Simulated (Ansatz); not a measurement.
# CH₂O₂Si: molecular dynamics (part 2 of 2)

CH₂O₂Si, SMILES O=C[SiH]=O; RKS SPW92 (LDA)/def2-SVP (Ansatz 0.2.0). 

Geometry of the input (Å):
```
O  -0.6199  1.7727  -0.4352
C  -0.2004  0.6705  -0.6780
Si 0.2040  -0.6677  0.6488
O  0.7435  -2.0106  0.2370
H  -0.0242  0.3699  -1.7350
H  -0.1031  -0.1346  1.9625
```

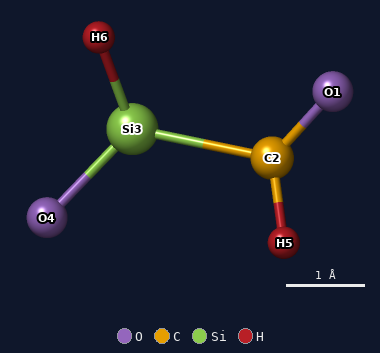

The geometry at step 21 of the log (ball-and-stick view, seen at a tilt; atoms are numbered from 1 in the order of the input).

Output, continued:
```
md step    56: t =    42.00 fs  T =   721.2 K  F+E_penalty+E_count = -12962.49291151 eV  E_kin = 0.372872 eV  conserved = -12962.12003973 eV  (31 SCF iters)
md step    57: t =    42.75 fs  T =   754.2 K  F+E_penalty+E_count = -12962.50991965 eV  E_kin = 0.389935 eV  conserved = -12962.11998483 eV  (31 SCF iters)
md step    58: t =    43.50 fs  T =   836.8 K  F+E_penalty+E_count = -12962.55291556 eV  E_kin = 0.432656 eV  conserved = -12962.12025978 eV  (29 SCF iters)
md step    59: t =    44.25 fs  T =   960.7 K  F+E_penalty+E_count = -12962.61757480 eV  E_kin = 0.496715 eV  conserved = -12962.12085952 eV  (31 SCF iters)
these checks for a lower state are left out or cut short: starts, cluster_reference, orbital_swaps, neighbouring_geometries, increment
756 factors; their error is unknown
mean field -12962.69442125 eV, -476.3702335511 hartree, gradient 1.6e-5 eV, S^2 0.000000; 0 other end points of the search recorded, 0 dependent functions left out
the calculation of the forces begins
reference -12962.69444593 eV, -476.3702344580 hartree; 19, 19 occupied and 51, 51 virtual orbitals, 756 factors
756 factors; their error is unknown
mean field evaluation 512: about -12962.7037 eV, gradient 4.2e0 eV
mean field -12962.69442125 eV, -476.3702335511 hartree, gradient 1.6e-5 eV, S^2 0.000000; 1 other end points of the search recorded, 0 dependent functions left out
the calculation of the forces begins
reference -12962.69444593 eV, -476.3702344580 hartree; 19, 19 occupied and 51, 51 virtual orbitals, 756 factors
md step    60: t =    45.00 fs  T =  1107.6 K  F+E_penalty+E_count = -12962.69442125 eV  E_kin = 0.572680 eV  conserved = -12962.12174120 eV  (29 SCF iters)
Total energy: -12962.69444593 eV, -476.3702344580 hartree
Atom 0 at    -0.506960     1.797789    -0.351861 Å, force    -0.220030     0.518467     0.014338 eV/Å
Atom 1 at    -0.344512     0.686546    -0.765934 Å, force     0.297119    -0.863969    -0.317127 eV/Å
Atom 2 at     0.180390    -0.650315     0.592376 Å, force    -0.396170    -1.645655     0.451641 eV/Å
Atom 3 at     0.840111    -2.079665     0.326518 Å, force    -0.853970     2.243168     0.493567 eV/Å
Atom 4 at    -0.507257     0.382408    -1.878541 Å, force     0.169745     0.213818     0.671929 eV/Å
Atom 5 at    -0.569219    -0.127360     1.981413 Å, force     1.003306    -0.465829    -1.314348 eV/Å
Dipole moment:    -0.206472     0.318942    -0.108180 e Å
```

Trajectory as extended XYZ (Å, eV, eV/Å), 15 of the 61 frames kept, from step=0 to step=60:
```
6
Properties=species:S:1:pos:R:3:forces:R:3 step=0 time_fs=0.0 energy=-12962.89891 temperature=1500.0
O    -0.6199    1.7727   -0.4352   -0.1219   0.2421   0.5265
C    -0.2004    0.6705   -0.6780   -0.0103   0.0093  -0.0075
Si    0.2040   -0.6677    0.6488   -0.6554   1.8450  -0.5618
O     0.7435   -2.0106    0.2370    0.7952  -2.0148  -0.4213
H    -0.0242    0.3699   -1.7350    0.1791  -0.3514  -0.6759
H    -0.1031   -0.1346    1.9625   -0.1867   0.2698   1.1400
6
Properties=species:S:1:pos:R:3:forces:R:3 step=4 time_fs=3.0 energy=-12962.85365 temperature=1414.9
O    -0.6080    1.7717   -0.4357   -0.9186   2.3566   0.8144
C    -0.2201    0.6845   -0.6691    0.8587  -2.2072  -0.5676
Si    0.1766   -0.6550    0.6442    0.7379  -1.3769  -1.2479
O     0.7770   -2.0461    0.2371   -0.5580   1.0377   0.3912
H     0.0549    0.3548   -1.7010    0.0356  -0.1505  -0.7236
H     0.0975   -0.0628    1.9572   -0.1557   0.3403   1.3335
6
Properties=species:S:1:pos:R:3:forces:R:3 step=9 time_fs=6.8 energy=-12962.59984 temperature=925.2
O    -0.5994    1.7867   -0.4306   -0.5146   1.1746   0.3454
C    -0.2361    0.6815   -0.6651    0.9583  -1.3526  -1.6462
Si    0.1458   -0.6449    0.6345    2.1137  -2.7348   0.8867
O     0.8142   -2.0819    0.2401   -1.6529   3.1177   0.7894
H     0.1493    0.3259   -1.7223   -0.5451   0.4096   0.6130
H     0.3261    0.0511    2.0709   -0.3595  -0.6145  -0.9883
6
Properties=species:S:1:pos:R:3:forces:R:3 step=13 time_fs=9.8 energy=-12962.35714 temperature=457.9
O    -0.5959    1.8062   -0.4243    0.2373  -1.2586  -0.2531
C    -0.2414    0.6681   -0.6739    0.1310   1.2680  -0.6274
Si    0.1281   -0.6460    0.6291    2.8352  -3.0473   1.3730
O     0.8344   -2.0927    0.2471   -2.0239   3.5622   0.8078
H     0.1791    0.3357   -1.6973   -0.4887   0.2845   0.1816
H     0.4758    0.0927    2.0901   -0.6909  -0.8087  -1.4818
6
Properties=species:S:1:pos:R:3:forces:R:3 step=17 time_fs=12.8 energy=-12962.40249 temperature=544.8
O    -0.5912    1.8195   -0.4191    0.5442  -2.3600  -0.5183
C    -0.2459    0.6631   -0.6867   -0.6622   2.6399   1.0543
Si    0.1190   -0.6563    0.6276    2.8690  -2.8016   0.7612
O     0.8438   -2.0846    0.2585   -1.9916   3.1611   0.6599
H     0.1705    0.3676   -1.6639   -0.0030  -0.1260  -1.0814
H     0.5678    0.0676    1.9886   -0.7565  -0.5134  -0.8757
6
Properties=species:S:1:pos:R:3:forces:R:3 step=21 time_fs=15.8 energy=-12962.55734 temperature=838.8
O    -0.5839    1.8207   -0.4166    0.3188  -1.6209  -0.2967
C    -0.2543    0.6756   -0.6935   -0.2280   1.5222   0.3487
Si    0.1185   -0.6752    0.6281    1.8063  -2.2706  -1.1418
O     0.8426   -2.0596    0.2733   -1.4806   1.8376   0.3046
H     0.1554    0.3932   -1.7071   -0.2364  -0.0120  -0.3475
H     0.5991    0.0038    1.8218   -0.1801   0.5438   1.1326
6
Properties=species:S:1:pos:R:3:forces:R:3 step=26 time_fs=19.5 energy=-12962.51851 temperature=766.2
O    -0.5728    1.8120   -0.4151   -0.4005   1.0686   0.4992
C    -0.2661    0.7036   -0.7003    0.7110  -1.6143  -1.3405
Si    0.1249   -0.7076    0.6238    0.0070   0.8966  -1.2153
O     0.8309   -2.0166    0.2936    0.1084  -1.4174  -0.5310
H     0.1051    0.4256   -1.7891   -0.4829   0.1343   0.8081
H     0.6215   -0.0043    1.7580    0.0570   0.9322   1.7795
6
Properties=species:S:1:pos:R:3:forces:R:3 step=30 time_fs=22.5 energy=-12962.43450 temperature=603.8
O    -0.5659    1.8099   -0.4113   -0.6097   2.0844   0.9226
C    -0.2708    0.7156   -0.7149    0.5796  -2.4719  -0.8756
Si    0.1306   -0.7310    0.6165   -0.9113   5.3677   1.3976
O     0.8217   -1.9895    0.3070    1.7980  -4.5004  -1.2651
H     0.0220    0.4616   -1.7921   -0.1290  -0.1671   0.0705
H     0.6400    0.0711    1.8665   -0.7277  -0.3127  -0.2501
6
Properties=species:S:1:pos:R:3:forces:R:3 step=34 time_fs=25.5 energy=-12962.30023 temperature=349.7
O    -0.5620    1.8179   -0.4028   -0.1122   0.5820   0.5633
C    -0.2717    0.7114   -0.7349   -0.2090  -0.7533   0.7366
Si    0.1335   -0.7385    0.6130   -1.2421   6.7957   2.2079
O     0.8217   -1.9859    0.3138    2.3077  -5.3228  -1.3899
H    -0.0722    0.4828   -1.7932    0.1745  -0.4767  -1.0116
H     0.6006    0.1255    1.9630   -0.9189  -0.8248  -1.1063
6
Properties=species:S:1:pos:R:3:forces:R:3 step=39 time_fs=29.2 energy=-12962.68411 temperature=1085.3
O    -0.5576    1.8309   -0.3886    0.5647  -1.7201  -0.2773
C    -0.2750    0.6996   -0.7545   -0.7052   1.0582   0.1847
Si    0.1327   -0.7204    0.6174    0.1882   3.3046   0.7577
O     0.8375   -2.0187    0.3125    0.5718  -1.9882  -0.4969
H    -0.1751    0.4605   -1.8813    0.0149  -0.0713   0.6062
H     0.4446    0.0991    1.9577   -0.6343  -0.5832  -0.7744
6
Properties=species:S:1:pos:R:3:forces:R:3 step=43 time_fs=32.2 energy=-12962.77407 temperature=1259.8
O    -0.5510    1.8322   -0.3784    0.6404  -2.0573  -0.5875
C    -0.2830    0.6972   -0.7677   -0.7749   1.1216   0.1542
Si    0.1322   -0.6937    0.6236    1.2671  -0.8131  -1.9593
O     0.8544   -2.0586    0.3080   -0.9587   1.1423   0.3178
H    -0.2532    0.4313   -1.9144    0.0649   0.1783   1.0840
H     0.2573    0.0244    1.8848   -0.2388   0.4282   0.9908
6
Properties=species:S:1:pos:R:3:forces:R:3 step=47 time_fs=35.2 energy=-12962.69888 temperature=1116.9
O    -0.5411    1.8230   -0.3712    0.3369  -0.9915  -0.4344
C    -0.2963    0.7025   -0.7791   -0.4258   0.2932   1.3337
Si    0.1356   -0.6691    0.6241    1.9725  -3.0481  -3.0365
O     0.8666   -2.0929    0.3051   -1.7445   3.0415   0.8007
H    -0.3258    0.4146   -1.8667    0.1020   0.0293  -0.2047
H     0.0456   -0.0183    1.8900   -0.2412   0.6757   1.5412
6
Properties=species:S:1:pos:R:3:forces:R:3 step=51 time_fs=38.2 energy=-12962.65294 temperature=1026.4
O    -0.5295    1.8087   -0.3662   -0.1078   0.7700   0.0503
C    -0.3126    0.7096   -0.7812    0.1294  -1.0907   1.5696
Si    0.1448   -0.6532    0.6161    1.6889  -3.0208  -0.9015
O     0.8695   -2.1111    0.3064   -1.9370   3.7899   0.9311
H    -0.3906    0.4000   -1.8343    0.0431  -0.1193  -1.0175
H    -0.1827   -0.0127    2.0060    0.1835  -0.3290  -0.6321
6
Properties=species:S:1:pos:R:3:forces:R:3 step=56 time_fs=42.0 energy=-12962.49291 temperature=721.2
O    -0.5158    1.7972   -0.3593   -0.3743   1.8010   0.3907
C    -0.3318    0.7062   -0.7714    0.3315  -2.3023  -0.5803
Si    0.1632   -0.6465    0.6023    0.6460  -2.6729   0.4494
O     0.8586   -2.1055    0.3149   -1.6157   3.5275   0.7832
H    -0.4636    0.3769   -1.8809    0.1722   0.3125   0.6261
H    -0.4394   -0.0425    2.0763    0.8403  -0.6658  -1.6691
6
Properties=species:S:1:pos:R:3:forces:R:3 step=60 time_fs=45.0 energy=-12962.69442 temperature=1107.6
O    -0.5070    1.7978   -0.3519   -0.2200   0.5185   0.0143
C    -0.3445    0.6865   -0.7659    0.2971  -0.8640  -0.3171
Si    0.1804   -0.6503    0.5924   -0.3962  -1.6457   0.4516
O     0.8401   -2.0797    0.3265   -0.8540   2.2432   0.4936
H    -0.5073    0.3824   -1.8785    0.1697   0.2138   0.6719
H    -0.5692   -0.1274    1.9814    1.0033  -0.4658  -1.3143
```

Key numbers:

- outcome: finished
- mean temperature over the second half: 891 K
- trajectory: 60 steps, 45 fs
- ensemble: nve
- temperature in the input: 1500 K
- time step: 0.75 fs
- potential energy (last step): −12962.6944 eV
- SCF solution under orbital rotations (last step): stable
- largest force (length of the vector) (last step): 2.450 eV/Å
- dipole moment (last step): 1.90 D
- hardware: 1 CPU thread, shared host
- wall time: 36 s
- peak memory: 0.15 GiB

Remarks:

So short a trajectory is not equilibrated.
